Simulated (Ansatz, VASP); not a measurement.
# Cross-check of MoS2 between VASP and Ansatz, part 2 of 2

One calculation is typed for both programs; each brings its own data sets. How far apart do they land?  Valence electrons are named where the data sets of a main pair hold unlike numbers.

VASP 6.6.1 and Ansatz 0.2.0.

So far: The structure; VASP: band structure, HSE06.

The database entry behind the starting cell differs from later determinations by our own check (about 0.3 % long), so it need not match the best structure at ambient conditions.

## Step 3: Ansatz: band structure, HSE06

Level of this step: Ansatz beside VASP: Kohn-Sham DFT, plane waves, HSE06 (Ansatz).

Ansatz runs on its default PAW (the set named soft_2) files.

The same cell, functional, mesh and smearing now go to Ansatz, which takes its cutoff from its data sets.

File input.yaml:

```yaml
crystal:
  lattice:
    - [3.169, 0.0, 0.0]
    - [-1.5845, 2.7444345046, 0.0]
    - [0.0, 0.0, 12.324]
  atoms:
    - { symbol: Mo, position: [0.3333333333, 0.6666666667, 0.25] }
    - { symbol: Mo, position: [0.6666666667, 0.3333333333, 0.75] }
    - { symbol: S, position: [0.3333333333, 0.6666666667, 0.623] }
    - { symbol: S, position: [0.6666666667, 0.3333333333, 0.123] }
    - { symbol: S, position: [0.3333333333, 0.6666666667, 0.877] }
    - { symbol: S, position: [0.6666666667, 0.3333333333, 0.377] }
hamiltonian:
  xc: { exchange: pbe, correlation: pbe, exx: { coeff: 0.25, omega: 0.2 } }
  pseudopotentials: { kind: paw }
kpoints:
  mp_grid: { grid: [5, 5, 2] }
  band_path:
    path:
      - [0.0, 0.0, 0.0]
      - [0.4, 0.0, 0.0]
      - [0.4, 0.2, 0.0]
      - [0.2, 0.2, 0.0]
      - [0.0, 0.0, 0.1]
      - [0.0, 0.0, 0.5]
      - [0.4, 0.0, 0.5]
      - [0.4, 0.2, 0.5]
      - [0.2, 0.2, 0.5]
      - [0.5, 0.0, 0.4]
      - [0.33333, 0.33333, 0.0]
      - [0.33333, 0.33333, 0.5]
    npoints: 1
scf:
  occupations: { method: gaussian, width: 0.02 }
  n_extra_bands: 9
output:
  forces: true
  stress: true
  eigenvalues: true
  write_density: true
  write_potential: true
  elf: true
  volumetric_format: npy
```

On the command line:

```bash
> ansatz run input.yaml --threads 4 --pin off --max-ram 9216MiB --backend cpu --events-out ev --progress --plain --runs-dir out
```

Numbers of over 12 decimals in the logs are rounded to 6 here.

The program printed:

```text
Warning: output.stress: scf.convergence.dr2_threshold = 1e-7 eV (the SCF's general default) is looser than the 6e-10 eV advised for a printed stress (1e-10 eV for each atom of the cell: 6). What an SCF threshold leaves in a stress goes as its square root, and in the free energy as the threshold itself, and one threshold admits the most on a small cell: [figures from the program's tests cut] Set scf.convergence.dr2_threshold to 6e-10 eV or tighter. The threshold is an SCF's pass mark: one that does not reach it within its budget of iterations ends unconverged, or closes short of it on a stop that the run arms, and scf.convergence.dr2_threshold's page says what that costs each kind of run
Warning: output.stress: scf.exx.energy_threshold = 1e-6 eV is looser than the 6e-8 eV advised for a stress under a hybrid functional (1e-8 eV for each atom of the cell: 6). Every SCF of the exchange loop can meet its threshold on dr2 while the loop round them stops early: no threshold on dr2 bounds what that leaves in the stress. Set scf.exx.energy_threshold to 6e-8 eV or tighter. The threshold is the loop's pass mark: a loop that does not reach it within its budget of cycles ends unconverged, and scf.exx.energy_threshold's page has the law
scf.n_extra_bands = 9 over 26 filled bands (N_el = 52.0): the run solves 35 bands
Engine: ansatz 0.2.0, aarch64-unknown-linux-gnu
Pseudopotentials: kind: paw
Pseudopotential: Mo, paw, valence charge 14, recommended cutoff 420 eV (normal), Mo.paw.azcp
Pseudopotential: S, paw, valence charge 6, recommended cutoff 420 eV (normal), S.paw.azcp
Functional definition: unnamed
  parameter a_1 = 0.25
  parameter omega_1 = 0.2/angstrom
  exchange = pbe_x + (-a_1)*pbe_x_sr(omega_1) + a_1*exact_x_sr(omega_1)
  correlation = pbe_c
Crystal: 6 atoms, lattice volume = 107.183 Å³
Basis set: ecut = 420 eV, 2081 PW (Γ), exchange–correlation on 48×48×180 points (8 copies of the dense FFT grid, shifted against one another)
Bands: 35, of which v1, the nominal top of the filled ones, is band 26 counted from 1 (25 counted from 0)
Symmetry: 24 space group operations
Space group: P63/mmc (ITA 194), of the structure as read, at distance tolerance 4.8e-5 Å
k-points: 10 of 50
Non-local potential: Mo, projectors of the file, l = 0: 3, l = 1: 2, l = 2: 2, l = 3: 1
Non-local potential: S, projectors of the file, l = 0: 2, l = 1: 2, l = 2: 2
PAW form: soft (Blöchl's): semilocal exchange-correlation on the pseudo side does not see the compensation charge
PAW frozen core: Mo, regenerated for the run's functional, and the local potential with it (the file was generated under x = pbe(κ = 0.804, μ = 0.219515), c = pbe(β = 0.066725))
PAW frozen core: S, regenerated for the run's functional, and the local potential with it (the file was generated under x = pbe(κ = 0.804, μ = 0.219515), c = pbe(β = 0.066725))
PAW one-centre angular grid: Mo, 590 points (default); XC on 64 Gauss nodes
PAW one-centre angular grid: S, 110 points (default); XC on 64 Gauss nodes
Initial density: superposition of atomic densities (neutral atoms: chi_scale 0, normalization atom), corrected by the library's trained network
Initial wavefunctions: pseudopotential atomic-orbital guess
Functional: x = pbe(κ = 0.804, μ = 0.219515), c = pbe(β = 0.066725), warm-up for x = pbe(κ = 0.804, μ = 0.219515) + 0.25 (exact − pbe) at short range (hse, ω = 0.2 Å⁻¹), c = pbe(β = 0.066725)
SCF iter   1: F=—  HF=-13525.525416 eV  |F-HF|=—  |Δ(HF+E_count)|=         —  Δρ=5.58e-3  dr2=8.70e-3  ethr=1.77e-3  ⟨swp⟩=8.3  Hψ=1470  notcnv=0
preconditioner: auto → none  [insulator: Δε(μ)=0.928 eV  Ē_g=8.596 eV  σ=0.020 eV  W_gap=1.00  n_scr=26 (ndim 8)  ℏωp=21.5 eV  f_vac=0.016  D(μ)=0.00/eV (n_scr^D=0)]
SCF iter   2: F=—  HF=-13525.535169 eV  |F-HF|=—  |Δ(HF+E_count)|=   9.75e-3  Δρ=3.18e-3  dr2=9.39e-3  ethr=1.67e-5  ⟨swp⟩=4.5  Hψ=1012  notcnv=0  defer=8
SCF iter   3: F=—  HF=-13525.539297 eV  |F-HF|=—  |Δ(HF+E_count)|=   4.13e-3  Δρ=3.01e-3  dr2=2.11e-2  ethr=1.67e-5  ⟨swp⟩=3.9  Hψ=910  notcnv=0  defer=2
SCF iter   4: F=—  HF=-13525.536841 eV  |F-HF|=—  |Δ(HF+E_count)|=   2.46e-3  Δρ=1.63e-3  dr2=1.15e-3  ethr=1.67e-5  ⟨swp⟩=3.2  Hψ=751  notcnv=0  defer=1
iter 5 solved again at ethr=3.73e-8 eV; its pass at ethr=2.20e-6 eV (dr2=1.94e-5 eV) is discarded
SCF iter   5: F=-13525.538103 eV  HF=-13525.538119 eV  |F-HF|=1.59e-5  |Δ(HF+E_count)|=   1.28e-3  Δρ=9.21e-5  dr2=2.12e-5  ethr=3.73e-8  ⟨swp⟩=3.0  Hψ=1469  notcnv=0
SCF 1 stopped early in 5 iterations: F = -13525.538103 eV  dr2 = 2.12e-5
  greatest PAW one-centre occupation: 0.998 electrons in one spin orbital (limit 2), on the Mo atom at site 1 (counted from 0), in its partial waves of l = 0
Initial density: handed on by an earlier stage of this run
Initial wavefunctions: those handed on with the density
Functional: x = pbe(κ = 0.804, μ = 0.219515) + 0.25 (exact − pbe) at short range (hse, ω = 0.2 Å⁻¹), c = pbe(β = 0.066725)
Exchange kernel: α = 0.2500, screened, ω = 0.2000 Å⁻¹, Wigner–Seitz truncation, v(0) = 1114.1631 eV·Å³, q-mesh 5×5×2, nearest image of the exchange supercell L = 15.85 Å, pair-density grid 15×15×54, without the augmentation charges, whose exchange is taken in its separable form by FFT convolution over the k-point mesh (sized by the pseudopotential files, 20×20×90 at the most), smooth part of the exact exchange by density-matrix convolution
Frozen-core exchange: fock
SCF iter   1: F=—  HF=-13531.620216 eV  |F-HF|=—  |Δ(HF+E_count)|=         —  Δρ=1.21e-2  dr2=3.21e-1  ethr=4.08e-7  ⟨swp⟩=9.0  Hψ=1849  notcnv=0
preconditioner: auto → none  [insulator: Δε(μ)=1.447 eV  Ē_g=10.132 eV  σ=0.020 eV  W_gap=1.00  n_scr=26 (ndim 8)  ℏωp=21.5 eV  f_vac=0.015  D(μ)=0.00/eV (n_scr^D=0)]
SCF iter   2: F=—  HF=-13531.700757 eV  |F-HF|=—  |Δ(HF+E_count)|=   8.05e-2  Δρ=1.61e-2  dr2=9.12e-1  ethr=4.08e-7  ⟨swp⟩=5.8  Hψ=1581  notcnv=0  recentre
SCF iter   3: F=—  HF=-13531.561952 eV  |F-HF|=—  |Δ(HF+E_count)|=   1.39e-1  Δρ=3.82e-3  dr2=2.26e-2  ethr=4.08e-7  ⟨swp⟩=5.1  Hψ=1553  notcnv=0
SCF iter   4: F=—  HF=-13531.572108 eV  |F-HF|=—  |Δ(HF+E_count)|=   1.02e-2  Δρ=1.81e-3  dr2=4.62e-3  ethr=4.08e-7  ⟨swp⟩=4.0  Hψ=1209  notcnv=0
SCF iter   5: F=—  HF=-13531.571156 eV  |F-HF|=—  |Δ(HF+E_count)|=   9.52e-4  Δρ=5.22e-4  dr2=2.63e-4  ethr=4.08e-7  ⟨swp⟩=4.0  Hψ=991  notcnv=0
SCF iter   6: F=—  HF=-13531.571879 eV  |F-HF|=—  |Δ(HF+E_count)|=   7.23e-4  Δρ=4.17e-4  dr2=4.87e-4  ethr=2.31e-7  ⟨swp⟩=3.5  Hψ=832  notcnv=0
SCF iter   7: F=-13531.571795 eV  HF=-13531.571795 eV  |F-HF|=2.39e-7  |Δ(HF+E_count)|=   8.37e-5  Δρ=2.27e-5  dr2=1.72e-6  ethr=2.31e-7  ⟨swp⟩=3.0  Hψ=723  notcnv=0
SCF 2 stopped early in 7 iterations: F = -13531.571795 eV  dr2 = 1.72e-6
  Residual-converged pass: ⟨swp⟩=4.3  Hψ=1114  notcnv=0  max |occ|·‖R‖ = 6.1e-6 eV (tolerance 6.7e-6 eV)  dr2=1.72e-6  dr2_onsite=3.04e-8  max |Δocc| = 0.0e0
hybrid outer 1: dexx = +1.783e-2 eV, tail = 2.33e-5 eV
Exchange kernel: α = 0.2500, screened, ω = 0.2000 Å⁻¹, Wigner–Seitz truncation, v(0) = 1114.1631 eV·Å³, q-mesh 5×5×2, nearest image of the exchange supercell L = 15.85 Å, pair-density grid 15×15×54, without the augmentation charges, whose exchange is taken in its separable form by FFT convolution over the k-point mesh (sized by the pseudopotential files, 20×20×90 at the most), smooth part of the exact exchange by density-matrix convolution
Frozen-core exchange: fock
SCF iter   1: F=—  HF=-13531.571784 eV  |F-HF|=—  |Δ(HF+E_count)|=         —  Δρ=4.99e-5  dr2=1.48e-6  ethr=2.24e-7  ⟨swp⟩=4.9  Hψ=882  notcnv=0
preconditioner: auto → none  [insulator: Δε(μ)=1.491 eV  Ē_g=10.045 eV  σ=0.020 eV  W_gap=1.00  n_scr=26 (ndim 8)  ℏωp=21.5 eV  f_vac=0.015  D(μ)=0.00/eV (n_scr^D=0)]
SCF iter   2: F=—  HF=-13531.571784 eV  |F-HF|=—  |Δ(HF+E_count)|=   2.25e-7  Δρ=1.82e-5  dr2=1.66e-7  ethr=2.00e-9  ⟨swp⟩=3.0  Hψ=748  notcnv=0
SCF iter   3: F=—  HF=-13531.571784 eV  |F-HF|=—  |Δ(HF+E_count)|=   5.43e-7  Δρ=7.07e-6  dr2=3.56e-8  ethr=1.24e-10  ⟨swp⟩=3.9  Hψ=924  notcnv=0
SCF iter   4: F=—  HF=-13531.571784 eV  |F-HF|=—  |Δ(HF+E_count)|=   1.08e-8  Δρ=1.16e-6  dr2=7.70e-9  ethr=4.96e-11  ⟨swp⟩=3.0  Hψ=703  notcnv=0
SCF iter   5: F=—  HF=-13531.571784 eV  |F-HF|=—  |Δ(HF+E_count)|=   3.21e-8  Δρ=2.20e-6  dr2=3.43e-9  ethr=1.33e-12 (applied; sched 1.18e-12)  ⟨swp⟩=4.4  Hψ=1061  notcnv=0
SCF iter   6: F=-13531.571784 eV  HF=-13531.571784 eV  |F-HF|=1.82e-12  |Δ(HF+E_count)|=   1.12e-9  Δρ=1.36e-7  dr2=6.93e-10  ethr=1.18e-12  ⟨swp⟩=3.2  Hψ=837  notcnv=0
SCF 3 converged in 6 iterations: F = -13531.571784 eV  dr2 = 6.93e-10
  Residual-converged pass: ⟨swp⟩=2.8  Hψ=570  notcnv=0  max |occ|·‖R‖ = 7.5e-7 eV (tolerance 7.7e-7 eV)  dr2=6.93e-10  dr2_onsite=1.06e-12  max |Δocc| = 0.0e0
hybrid outer 2: dexx = +9.382e-7 eV, tail = 1.58e-8 eV, Δε = 1.44e-3 eV (about 3.61e-5 eV left of the loop's levels), ΔF = 1.77e-3 eV/Å (tail 4.02e-4)
NSCF: frozen V_eff on 12 k-points
hybrid SCF converged: 2 outer / 13 inner (+5 warm-up), last move |dexx| = 9.38e-7 eV, tail = 1.58e-8 eV
Stability not checked: this state was not tested for a lower state beside it, because the functional holds exact exchange (a hybrid, or Hartree-Fock), whose exchange loop this test does not read (fock_operator; see scf.lower_state_search)
Free energy (F): -13531.571785 eV
Frozen-core exchange: fock
Harris-Foulkes:  -13531.571785 eV  (|F-HF|=1.82e-12)
Internal energy: -13531.571785 eV  (E = F + TS)
E sigma→0 (E₀):  -13531.571785 eV
Fermi energy:    11.258957 eV
--- Per-component energies (eV) ---
  E_band       = -404.028169
  E_kinetic    = 1307.336908
  E_local      = -3905.217375  (includes V_loc(G=0)·N_el)
  E_nonlocal   = 393.955386
  E_hartree    = 1498.332913
  E_xc         = -606.198071
  E_vxc        = -645.655927  (∫ρ·V_xc dr)
  E_exx        = -129.539237  (= α·E_x^exact, valence–valence)
  E_paw        = -8827.773666  (= ΣΔE_a)
  E_vpaw       = -292.035126  (= ΣTr[D̂ρ^β])
  E_aug_tail   = 0.000084  (compensation charges beyond the density's cutoff)
  E_ewald      = -3261.216446
  E_core_change = -1.252280  (= ΣΔE_core)
  E_smearing   = -0.000000  (= −TS)
  E_closure    = -0.000000  (closes the sum)
  Σ components = -13531.571785   (vs F -13531.571785, Δ=0.00e0)
--- Forces (eV/Å), atoms counted from 1 ---
  atom   1  Mo    -0.00000000     0.00000000     0.00000000
  atom   2  Mo    -0.00000000    -0.00000000     0.00000000
  atom   3  S     -0.00000000     0.00000000     0.59439661
  atom   4  S     -0.00000000    -0.00000000     0.59439661
  atom   5  S      0.00000000     0.00000000    -0.59439661
  atom   6  S     -0.00000000    -0.00000000    -0.59439661
  max |Σ_I F_I| component: 1.11e-16 eV/Å
--- Stress (GPa, compression-positive) ---
       -2.934321       0.000000       0.000000
        0.000000      -2.934321      -0.000000
        0.000000      -0.000000      -2.739850
  P = ⅓ Tr σ = -2.8695 GPa (-28.695 kbar)
--- Band table (eV; the first three rows and the last of 10) ---
  k-point 0: bands = [... 22 lower, 8.1823, 9.0957, 9.2605, 10.5134, 13.3514, 13.3514, 13.3828, 13.3828, ... 5 higher]
  k-point 1: bands = [... 22 lower, 8.1552, 8.1552, 10.2041, 10.2041, 13.3555, 13.3555, 13.3555, 13.3555, ... 5 higher]
  k-point 2: bands = [... 22 lower, 8.0945, 8.9563, 9.1030, 9.3656, 12.4607, 12.9035, 13.1518, 13.1698, ... 5 higher]
  k-point 9: bands = [... 22 lower, 7.4860, 7.4860, 9.5273, 9.5273, 12.4646, 12.4646, 13.6784, 13.6784, ... 5 higher]
```

Run time: 1.8 min. Hardware: 4 threads of Arm Neoverse N1, shared host; peak memory 1.3 GiB; 6.4 min of CPU time.

## Step 4: Comparison

Known differences besides the potentials themselves: exact exchange at q = 0 is treated differently, which shows on coarse meshes; VASP keeps PBE cores, Ansatz makes them for the functional; the cutoff is 420 eV in Ansatz and 400 eV in VASP; VASP takes a coarser grid for exact exchange (PRECFOCK = Fast). Total energies have different zeros and are not compared.

The two programs side by side:

```csv
quantity,Ansatz,VASP,difference
gap over the path points (eV),1.492,1.505,-0.013
```

Forces (eV/Å; atoms numbered as in POSCAR):

```csv
atom,"Ansatz x, y, z","VASP x, y, z"
Mo1,"0.000, 0.000, 0.000","0.000, 0.000, 0.000"
Mo2,"0.000, 0.000, 0.000","0.000, 0.000, 0.000"
S3,"0.000, 0.000, 0.594","0.000, 0.000, 0.620"
S4,"0.000, 0.000, 0.594","0.000, 0.000, 0.620"
S5,"0.000, 0.000, -0.594","0.000, 0.000, -0.620"
S6,"0.000, 0.000, -0.594","0.000, 0.000, -0.620"
```

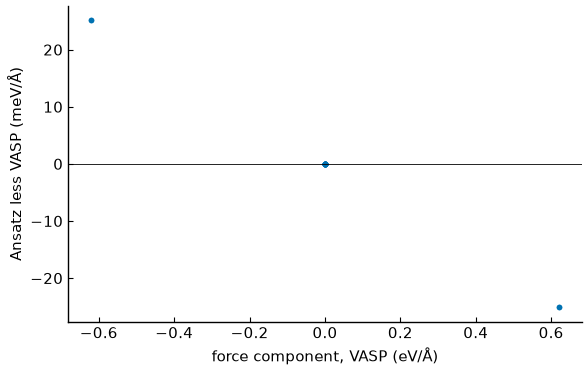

Difference of the force components against their size.

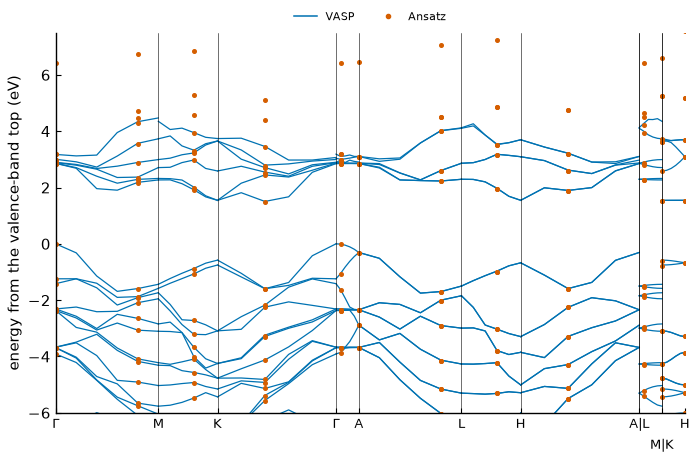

Bands from VASP (lines) and levels from Ansatz (dots). Dots without a line are higher empty bands that the VASP plot leaves out.

Levels at points of the path, from each program's valence-band top (eV; 4 filled, then empty):

```csv
k (reciprocal lattice),Ansatz,VASP
0.000 0.000 0.000,-2.33 -1.42 -1.25 0.00 2.84 2.84 2.87,-2.31 -1.42 -1.24 0.00 2.86 2.86 2.88
0.400 0.000 0.000,-2.11 -1.93 -1.89 -1.60 2.17 2.27 2.35,-2.09 -1.91 -1.88 -1.59 2.18 2.29 2.37
0.400 0.200 0.000,-3.21 -2.72 -1.09 -0.89 1.90 1.99 2.97,-3.21 -2.72 -1.07 -0.88 1.92 2.01 2.98
0.200 0.200 0.000,-2.24 -2.18 -1.61 -1.61 1.49 2.43 2.53,-2.25 -2.17 -1.59 -1.59 1.50 2.45 2.55
0.000 0.000 0.100,-2.33 -1.63 -1.06 -0.01 2.84 2.84 2.87,-2.31 -1.63 -1.05 -0.01 2.85 2.86 2.88
0.000 0.000 0.500,-2.36 -2.36 -0.31 -0.31 2.84 2.84 2.84,-2.34 -2.34 -0.31 -0.31 2.85 2.85 2.86
0.400 0.000 0.500,-2.02 -2.02 -1.71 -1.71 2.22 2.22 2.59,-2.00 -2.00 -1.70 -1.70 2.23 2.23 2.60
0.400 0.200 0.500,-3.03 -3.03 -0.99 -0.99 1.95 1.95 3.17,-3.03 -3.03 -0.97 -0.97 1.97 1.97 3.18
0.200 0.200 0.500,-2.25 -2.25 -1.60 -1.60 1.88 1.88 2.60,-2.25 -2.25 -1.59 -1.59 1.90 1.90 2.62
0.500 0.000 0.400,-1.89 -1.82 -1.53 -1.49 2.27 2.28 2.80,-1.88 -1.81 -1.52 -1.48 2.28 2.30 2.82
```

The forces differ by 12 meV/Å r.m.s., which is 4.1 % of the r.m.s. force of 0.292 eV/Å (both taken over all components). Among the levels compared at these points, filled levels agree within 19 meV and empty ones within 26 meV.

## Step 5: Outcome

| Property | Result |
| --- | --- |
| largest difference of a filled level at the path points (band structure, HSE06) | 19 meV |
| r.m.s. force difference (band structure, HSE06) | 4.1 % of the r.m.s. force |

The r.m.s. force difference is 4.1 % of the r.m.s. force (band structure, HSE06), beyond the 3 % picked in this series as the mark of a large difference. Such differences can come from data sets, numerical settings and the points named under the comparisons, not from the functional's error against experiment.

[Lines on the potential files, build, host, timing and source positions are cut from VASP's logs without a mark.]

[Logs are printed without paths, hosts, clocks, repeated set-up lines and the standing remarks that a program may print on its own settings, such as how far it seeks lower states.]

[Hosts, paths, dates, database ids (printed as entryN), source tags and the programs' standing remarks are cut or masked in the printed files.]
